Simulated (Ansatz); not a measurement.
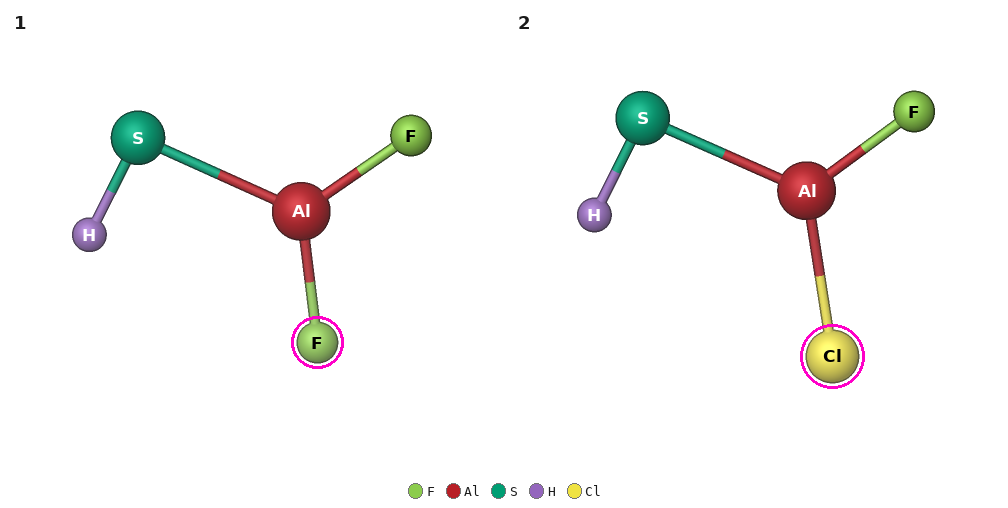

2 molecules with one skeleton, seen from the same side and at one scale; the atom that differs is circled. Charge 0, singlet. Computed geometries: PBE0-D4/def2-TZVP optimisations, one conformation each. Properties computed with Ansatz 0.2.0.

One atom differs, called X below: F in panel 1, Cl in panel 2. Their formulas are AlF2HS (`[F][Al]([F])[SH]`), AlClFHS (`[F][Al]([SH])[Cl]`).

**In which is the length of X–Al larger (PBE0-D4/def2-TZVP)?**

In panel 2 (X = Cl).

**In which is the dipole moment larger (r2SCAN-D4/def2-TZVPP)?**

In panel 2 (X = Cl).

Give the values. With PBE0-D4/def2-TZVP: length of X–Al (Å), angle X–Al–S (°). With r2SCAN-D4/def2-TZVPP: dipole moment (D), HOMO energy (Kohn–Sham orbital) (eV), HOMO–LUMO gap (eV), vertical ionisation energy (eV).

| quantity | 1 (F) | 2 (Cl) | 2 − 1 |
| --- | --- | --- | --- |
| length of X–Al (Å) | 1.638 | 2.076 | +0.438 |
| angle X–Al–S (°) | 121.0 | 122.4 | +1.4 |
| dipole moment (D) | 1.29 | 1.36 | +0.07 |
| HOMO energy (Kohn–Sham orbital) (eV) | −7.40 | −7.37 | +0.03 |
| HOMO–LUMO gap (eV) | 5.93 | 5.94 | +0.01 |
| vertical ionisation energy (eV) | 10.83 | 10.57 | −0.26 |
